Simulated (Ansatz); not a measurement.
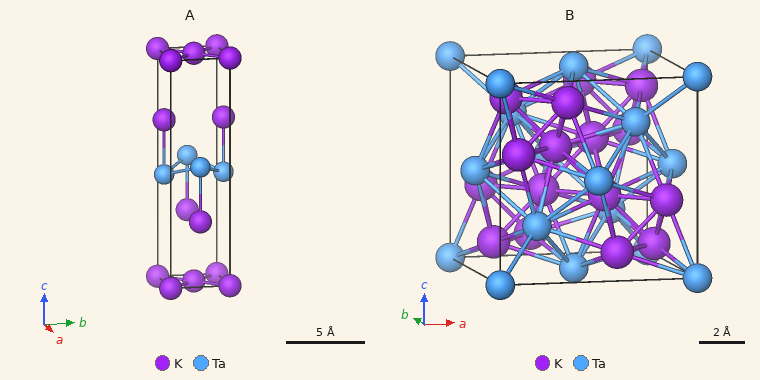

Two structures of K₂Ta, each relaxed to rest (conventional cells in solid outline, small ones repeated, not to one scale). Method: DFT PBE, scalar-relativistic, plane waves, PAW in Ansatz 0.2.0, without spin polarisation.

Question: State the structure in each panel.

Answer: A: 6 atoms a cell on a primitive tetragonal lattice, P4/nmm. B: cubic Laves phase (C15, MgCu₂ type), Fd-3m.

Question: What is the energy order of the two?

Answer: A is lower, by 753 meV/atom at this level of theory (energies at zero smearing). Volumes: A 38.4, B 31.3 Å³/atom.

One or both may be structure types tried for this composition rather than known phases.
